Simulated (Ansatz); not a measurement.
# Two runs on C4H8O

System: C4H8O, SMILES CCCC=O.
Method of the first run: RKS r2SCAN-D4/def2-TZVPP (Ansatz 0.2.0).

The geometry comes from this level: PBE0-D4/def2-TZVP. Text and figures count atoms from 1; the logs count them from 0 in places.

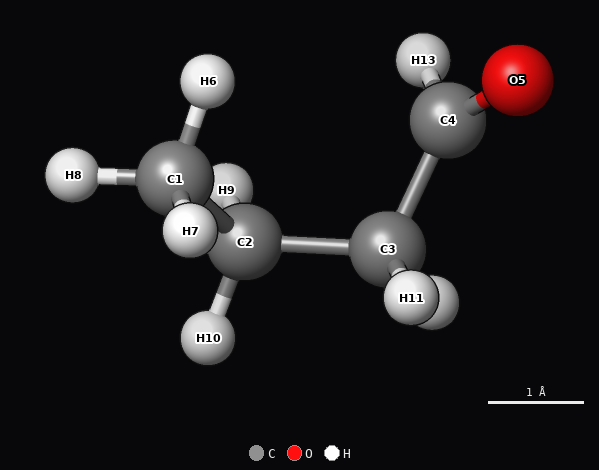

Fig. 1: The structure as given in the input (ball-and-stick view, seen at a tilt; atoms are numbered from 1 in the order of the input).

## Input, the first run
```yaml
crystal:
  periodic: [false, false, false]
  atoms:
    - {symbol: C, position_ang: [-1.409917, -0.243923, 0.543762]}
    - {symbol: C, position_ang: [-0.213198, -0.866907, -0.155399]}
    - {symbol: C, position_ang: [1.073495, -0.073677, 0.058126]}
    - {symbol: C, position_ang: [1.016332, 1.270252, -0.602740]}
    - {symbol: O, position_ang: [1.268068, 2.317057, -0.073284]}
    - {symbol: H, position_ang: [-1.603666, 0.769701, 0.182159]}
    - {symbol: H, position_ang: [-1.242666, -0.177376, 1.621966]}
    - {symbol: H, position_ang: [-2.314635, -0.832923, 0.380502]}
    - {symbol: H, position_ang: [-0.410843, -0.949901, -1.230340]}
    - {symbol: H, position_ang: [-0.061204, -1.888530, 0.203179]}
    - {symbol: H, position_ang: [1.296657, 0.063505, 1.118927]}
    - {symbol: H, position_ang: [1.914325, -0.612873, -0.397731]}
    - {symbol: H, position_ang: [0.709853, 1.242396, -1.674629]}
basis:
  gaussian: {orbitals: def2-TZVPP}
hamiltonian: {xc: r2scan, dispersion: d4}
output: {forces: true, orbitals: {seedname: orbitals}}
```

Command:
```bash
ansatz run in.yaml --threads 4 --pin off --events-out ev --progress --plain --max-ram 10444MiB
```

Hardware: 4 threads of Arm Neoverse V1, 23 GiB of memory available, shared host.

## Output (the first run)
```
Functional definition: r2SCAN
  parameter k0 = 0.174
  parameter k1 = 0.065
  parameter a1 = 4.9479
  exchange = r2scan_x(k0 = k0, k1 = k1, a1 = a1)
  correlation = r2scan_c
1343 factors; their error is unknown
mean field evaluation 1: about -6311.3917 eV, gradient 7.6e1 eV
mean field evaluation 2: about -6298.8718 eV, gradient 1.0e2 eV
mean field evaluation 4: about -6323.9491 eV, gradient 1.2e1 eV
mean field evaluation 8: about -6324.2239 eV, gradient 2.8e-1 eV
mean field evaluation 16: about -6324.1836 eV, gradient 4.9e-4 eV
mean field -6324.18356410 eV, -232.4094592951 hartree, gradient 5.0e-5 eV, S^2 0.000000; 0 other end points of the search recorded, 0 dependent functions left out
the calculation of the forces begins
reference -6324.18357584 eV, -232.4094597264 hartree; 20, 20 occupied and 247, 247 virtual orbitals, 1343 factors
Total energy: -6324.24137580 eV, -232.4115838358 hartree
Atom 0 at    -1.409917    -0.243923     0.543762 Å, force    -0.105565     0.062196     0.066706 eV/Å
Atom 1 at    -0.213198    -0.866907    -0.155399 Å, force    -0.030688    -0.160582    -0.088843 eV/Å
Atom 2 at     1.073495    -0.073677     0.058126 Å, force     0.112663    -0.011394     0.081353 eV/Å
Atom 3 at     1.016332     1.270252    -0.602740 Å, force    -0.055977    -0.237375    -0.144491 eV/Å
Atom 4 at     1.268068     2.317057    -0.073284 Å, force     0.084419     0.375572     0.191542 eV/Å
Atom 5 at    -1.603666     0.769701     0.182159 Å, force     0.009039    -0.011437     0.001827 eV/Å
Atom 6 at    -1.242666    -0.177376     1.621966 Å, force     0.000302     0.001017    -0.015943 eV/Å
Atom 7 at    -2.314635    -0.832923     0.380502 Å, force     0.015368     0.012084     0.004930 eV/Å
Atom 8 at    -0.410843    -0.949901    -1.230340 Å, force     0.006937     0.005452     0.000256 eV/Å
Atom 9 at    -0.061204    -1.888530     0.203179 Å, force    -0.002703     0.001683    -0.003308 eV/Å
Atom 10 at     1.296657     0.063505     1.118927 Å, force    -0.000790     0.000013    -0.001350 eV/Å
Atom 11 at     1.914325    -0.612873    -0.397731 Å, force    -0.000341    -0.007406    -0.009939 eV/Å
Atom 12 at     0.709853     1.242396    -1.674629 Å, force    -0.032663    -0.029824    -0.082741 eV/Å
Dipole moment:    -0.138681    -0.577597    -0.130940 e Å
```

The input of the second run differs as follows (lines with − go, lines with + come):
```diff
-hamiltonian: {xc: r2scan, dispersion: d4}
+hamiltonian: {xc: pbe, dispersion: d4}
```

What does this change do to the results?

The total energies belong to different models, so their difference says nothing on which is more stable or more accurate. The largest force goes from 0.430 to 1.179 eV/Å. The HOMO goes from −6.05 to −5.75 eV. The LUMO goes from −1.61 to −1.86 eV. The dipole moment goes from 2.92 to 2.81 D. On the same kind of shared host the second run took about 0.54 times as long.

## Output (the second run)
```
Functional definition: PBE
  parameter kappa = 0.804
  parameter beta = 0.06672455060314922
  exchange = pbe_x(kappa = kappa, mu = beta*pi^2/3)
  correlation = pbe_c(beta = beta)
1343 factors; their error is unknown
mean field evaluation 1: about -6304.1715 eV, gradient 8.3e1 eV
mean field evaluation 2: about -6276.1734 eV, gradient 1.3e2 eV
mean field evaluation 4: about -6318.9234 eV, gradient 2.2e1 eV
mean field evaluation 8: about -6319.8061 eV, gradient 3.6e-1 eV
mean field evaluation 16: about -6319.7686 eV, gradient 5.4e-4 eV
mean field -6319.76861898 eV, -232.2472130547 hartree, gradient 5.1e-6 eV, S^2 0.000000; 0 other end points of the search recorded, 0 dependent functions left out
the calculation of the forces begins
reference -6319.76866223 eV, -232.2472146440 hartree; 20, 20 occupied and 247, 247 virtual orbitals, 1343 factors
Total energy: -6319.99064269 eV, -232.2553722755 hartree
Atom 0 at    -1.409917    -0.243923     0.543762 Å, force    -0.022294    -0.001494     0.002844 eV/Å
Atom 1 at    -0.213198    -0.866907    -0.155399 Å, force    -0.020549    -0.046573    -0.005197 eV/Å
Atom 2 at     1.073495    -0.073677     0.058126 Å, force     0.002359    -0.032359     0.006592 eV/Å
Atom 3 at     1.016332     1.270252    -0.602740 Å, force    -0.118104    -0.687888    -0.301313 eV/Å
Atom 4 at     1.268068     2.317057    -0.073284 Å, force     0.236478     1.038435     0.505008 eV/Å
Atom 5 at    -1.603666     0.769701     0.182159 Å, force    -0.045769     0.197190    -0.063709 eV/Å
Atom 6 at    -1.242666    -0.177376     1.621966 Å, force     0.023313     0.018613     0.215496 eV/Å
Atom 7 at    -2.314635    -0.832923     0.380502 Å, force    -0.184516    -0.108899    -0.023958 eV/Å
Atom 8 at    -0.410843    -0.949901    -1.230340 Å, force    -0.034817    -0.021544    -0.215815 eV/Å
Atom 9 at    -0.061204    -1.888530     0.203179 Å, force     0.026672    -0.213422     0.059801 eV/Å
Atom 10 at     1.296657     0.063505     1.118927 Å, force     0.056220     0.025498     0.217432 eV/Å
Atom 11 at     1.914325    -0.612873    -0.397731 Å, force     0.173622    -0.119229    -0.092676 eV/Å
Atom 12 at     0.709853     1.242396    -1.674629 Å, force    -0.092615    -0.048330    -0.304505 eV/Å
Dipole moment:    -0.132597    -0.556669    -0.123006 e Å
```

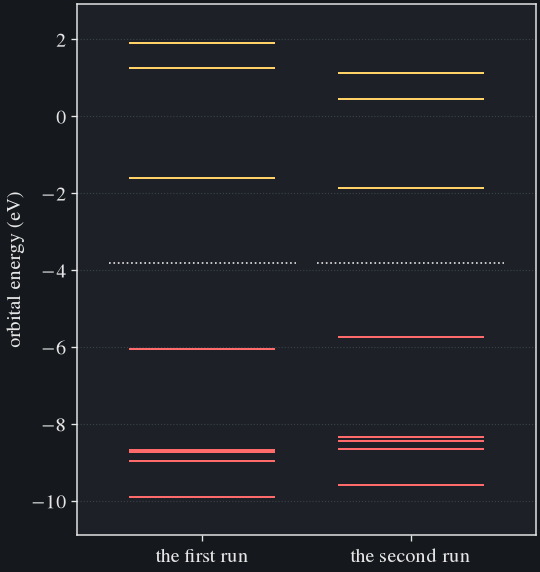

Fig. 2: The five highest filled and three lowest empty orbital energies of the two runs; the dotted lines part filled from empty levels. The HOMO–LUMO gap is 4.44 eV in the first run and 3.88 eV in the second run.

## The two runs side by side

| quantity | the first run | the second run |
| --- | --- | --- |
| outcome | converged | converged |
| total energy (hartree) | −232.411584 | −232.255372 |
| HOMO (eV) | −6.05 | −5.75 |
| LUMO (eV) | −1.61 | −1.86 |
| dipole moment (D) | 2.92 | 2.81 |
| largest force (eV/Å) | 0.430 | 1.179 |
| basis functions | 267 | 267 |
| wall time (shared host) | 4.6 s | 2.5 s |
